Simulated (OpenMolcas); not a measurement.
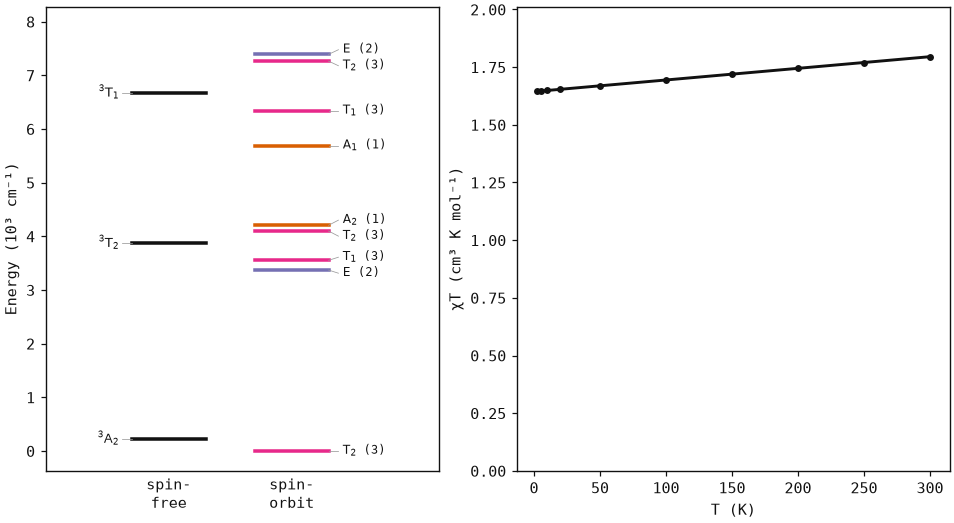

Levels of a 3d ion of charge +2 as a dopant in Cs₂NaYCl₆, a cluster with its 6 nearest Cl⁻ at 2.509 Å (octahedron) embedded in model potentials and point charges; the geometry was set, not optimised. Labels give the representation in O, Td, D4 or D3 as the site allows (double group for half-integer spin) where it could be assigned and, in brackets, the degeneracy; spin-free states, where drawn, share the zero of the spin-orbit levels. The calculation used state-averaged CASSCF, the open shell active, basis ANO-RCC-VTZP on the metal and ANO-RCC-VDZP on the ligands, DKH2 scalar Hamiltonian, spin-orbit coupling by RASSI with atomic mean-field integrals (OpenMolcas). Powder susceptibility by Van Vleck's formula.

Which ion is the dopant?

Answer. Ni²⁺ (3d⁸). The ground level is T₂, 3-fold degenerate, 100 % from states of spin multiplicity 3. The next level lies at 3,370 cm⁻¹ (E). The lowest spin-free state is ³A₂, from the free-ion F term; of the same spin there follow at 3,650 cm⁻¹ (³T₂) and 6,450 cm⁻¹ (³T₁) above it. A ligand-field fit to the spin-free states gives |10Dq| = 3,700 cm⁻¹, B = 1,280 and C = 4,680 cm⁻¹ (rms misfit 50 cm⁻¹). χT is 1.64 cm³ K mol⁻¹ at 2 K and 1.80 at 300 K, an effective moment of 3.79 μB. The active orbitals hold 96 to 99 % metal character (Löwdin), and the Mulliken charge of the metal is +1.12.

Limits of the model: the geometry is set by hand, with no relaxation and no charge compensation.
